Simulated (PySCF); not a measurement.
# Two runs on CH5BF2SSi

System: CH5BF2SSi.
Method of run A: GIAO PBE0/6-31G* NMR shielding, non-relativistic, gas phase (PySCF 2.14.0).

The geometry comes from this level: PBE0-D3(BJ)/def2-SVP. Text and figures count atoms from 1; the logs count them from 0 in places.

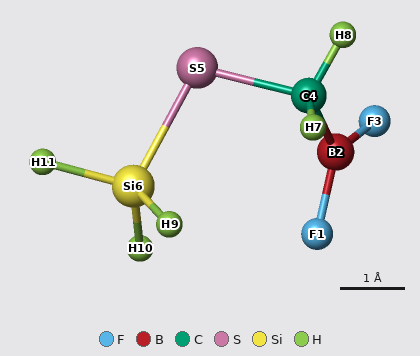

**Figure 1.** The structure as given in the input (ball-and-stick view, seen at a tilt; atoms are numbered from 1 in the order of the input). Bond lengths as drawn: B–C 1.56 Å, B–F 1.32 Å, C–H 1.10 Å, C–S 1.85 Å, H–Si 1.49 Å and S–Si 2.16 Å.

## Input file, run A
```
{"job": {"kind": "nmr", "xc": "PBE0", "basis": "6-31G*", "pop": true}, "charge": 0, "multiplicity": 1}
F     -0.934160     1.726523    -0.164025
B     -1.541616     0.576818    -0.414463
F     -2.460264     0.581718    -1.358562
C     -1.131639    -0.715534     0.353726
S      0.340036    -1.330572    -0.579339
Si     1.855908     0.083716     0.009840
H     -0.869485    -0.552234     1.408832
H     -1.878424    -1.517686     0.284475
H      1.724727     0.347801     1.473822
H      1.786041     1.373539    -0.734518
H      3.143295    -0.600503    -0.297471
```

The first line tells a small driver script what to run in PySCF; the rest is the geometry in Å.

Command:
```bash
OMP_NUM_THREADS=1 python <driver script> task.json out
```

Hardware: 1 CPU thread, shared host.

## Output (run A)
```
coarse grid: 10696 points
cycle   1  E = -952.8649292120  dE =  4.428e-01  |g| = 6.302e-01  |ddm| = 3.086e+00
cycle   2  E = -952.8182274342  dE =  4.670e-02  |g| = 8.530e-01  |ddm| = 1.027e+00
cycle   3  E = -952.9349498687  dE = -1.167e-01  |g| = 4.780e-02  |ddm| = 5.670e-01
cycle   4  E = -952.9353957288  dE = -4.459e-04  |g| = 2.224e-02  |ddm| = 6.726e-02
cycle   5  E = -952.9355277961  dE = -1.321e-04  |g| = 4.404e-03  |ddm| = 2.657e-02
cycle   6  E = -952.9355333593  dE = -5.563e-06  |g| = 1.004e-03  |ddm| = 6.743e-03
final grid: 96160 points
cycle   7  E = -952.8949839527  dE = -2.101e-05  |g| = 7.156e-03  |ddm| = 2.278e-02
cycle   8  E = -952.8949732846  dE =  1.067e-05  |g| = 9.415e-03  |ddm| = 1.793e-02
cycle   9  E = -952.8949987051  dE = -2.542e-05  |g| = 4.702e-04  |ddm| = 1.034e-02
cycle  10  E = -952.8949987545  dE = -4.938e-08  |g| = 1.563e-04  |ddm| = 6.012e-04
cycle  11  E = -952.8949987588  dE = -4.306e-09  |g| = 3.888e-05  |ddm| = 1.467e-04
cycle  12  E = -952.8949987592  dE = -3.986e-10  |g| = 8.404e-06  |ddm| = 5.201e-05
converged SCF energy = -952.8949987592

GIAO shielding tensors (ppm)
atom      isotropic    diamagn.    paramagn.     s11        s22        s33       span
  0 F      278.558     469.904    -191.346    137.044    318.092    380.538    243.494
  1 B       92.115     196.925    -104.810     78.179     94.945    103.220     25.041
  2 F      273.957     465.607    -191.650    131.010    311.437    379.424    248.414
  3 C      183.882     255.855     -71.972    170.942    186.604    194.101     23.159
  4 S      752.214    1057.376    -305.162    618.478    724.537    913.627    295.149
  5 Si     430.203     880.887    -450.683    388.328    417.796    484.487     96.159
  6 H       30.582      31.765      -1.184     25.968     28.668     37.109     11.141
  7 H       30.353      30.260       0.093     25.257     27.494     38.308     13.051
  8 H       27.333      29.753      -2.420     24.303     25.297     32.398      8.096
  9 H       27.195      29.436      -2.241     23.409     26.016     32.161      8.752
 10 H       27.283      28.407      -1.125     23.712     25.010     33.126      9.414
```

For run B the input was changed thus:
```diff
-"basis": "6-31G*"
+"basis": "def2-TZVP"
```

Predict how the results change.

The total energy of run B is 116.0 kcal/mol lower, which measures the change of basis and not a stability. The HOMO goes from −7.10 to −7.26 eV. The LUMO goes from −0.19 to −0.58 eV. Of all shieldings, the largest change is that of S5, by −54.0 ppm. The SCF takes 13 iterations against 12. The basis functions go from 102 to 228.

## Output (run B)
```
coarse grid: 10696 points
cycle   1  E = -953.0128946755  dE =  4.317e-01  |g| = 6.370e-01  |ddm| = 2.547e+00
cycle   2  E = -952.9601431218  dE =  5.275e-02  |g| = 9.045e-01  |ddm| = 7.337e-01
cycle   3  E = -953.0778270090  dE = -1.177e-01  |g| = 5.183e-02  |ddm| = 3.969e-01
cycle   4  E = -953.0782133211  dE = -3.863e-04  |g| = 2.823e-02  |ddm| = 5.483e-02
cycle   5  E = -953.0783977054  dE = -1.844e-04  |g| = 6.226e-03  |ddm| = 2.278e-02
cycle   6  E = -953.0784076908  dE = -9.985e-06  |g| = 1.769e-03  |ddm| = 5.882e-03
final grid: 96160 points
cycle   7  E = -953.0797741198  dE = -1.008e-04  |g| = 9.575e-03  |ddm| = 4.544e-02
cycle   8  E = -953.0797578492  dE =  1.627e-05  |g| = 1.212e-02  |ddm| = 1.432e-02
cycle   9  E = -953.0797924240  dE = -3.457e-05  |g| = 8.202e-04  |ddm| = 8.887e-03
cycle  10  E = -953.0797925969  dE = -1.729e-07  |g| = 3.290e-04  |ddm| = 7.475e-04
cycle  11  E = -953.0797926166  dE = -1.972e-08  |g| = 8.972e-05  |ddm| = 2.036e-04
cycle  12  E = -953.0797926178  dE = -1.235e-09  |g| = 1.661e-05  |ddm| = 5.336e-05
cycle  13  E = -953.0797926179  dE = -6.457e-11  |g| = 3.386e-06  |ddm| = 1.520e-05
converged SCF energy = -953.0797926179

GIAO shielding tensors (ppm)
atom      isotropic    diamagn.    paramagn.     s11        s22        s33       span
  0 F      259.996     466.373    -206.377    122.260    294.332    363.396    241.136
  1 B       80.117     199.322    -119.205     63.825     83.467     93.059     29.233
  2 F      266.569     463.989    -197.420    125.236    308.903    365.569    240.333
  3 C      175.202     244.690     -69.488    161.407    178.968    185.231     23.824
  4 S      698.226    1055.329    -357.103    553.617    667.857    873.205    319.589
  5 Si     377.630     880.788    -503.158    329.113    364.107    439.669    110.556
  6 H       29.807      30.221      -0.413     25.227     27.675     36.521     11.294
  7 H       29.733      29.008       0.725     24.789     27.088     37.321     12.532
  8 H       26.651      29.654      -3.003     23.692     24.478     31.781      8.089
  9 H       26.476      29.505      -3.029     22.812     25.184     31.433      8.621
 10 H       26.575      28.538      -1.964     23.053     24.395     32.276      9.223
```

## The two runs side by side

| quantity | run A | run B |
| --- | --- | --- |
| outcome | converged | converged |
| total energy (hartree) | −952.894999 | −953.079793 |
| HOMO (eV) | −7.10 | −7.26 |
| LUMO (eV) | −0.19 | −0.58 |
| dipole moment (D) | 1.60 | 1.62 |
| shielding of F1 (ppm) | 278.6 | 260.0 |
| shielding of B2 (ppm) | 92.1 | 80.1 |
| shielding of F3 (ppm) | 274.0 | 266.6 |
| shielding of C4 (ppm) | 183.9 | 175.2 |
| shielding of S5 (ppm) | 752.2 | 698.2 |
| shielding of Si6 (ppm) | 430.2 | 377.6 |
| shielding of H7 (ppm) | 30.6 | 29.8 |
| SCF iterations | 12 | 13 |
| basis functions | 102 | 228 |
| wall time (shared host) | 9.4 s | 30 s |
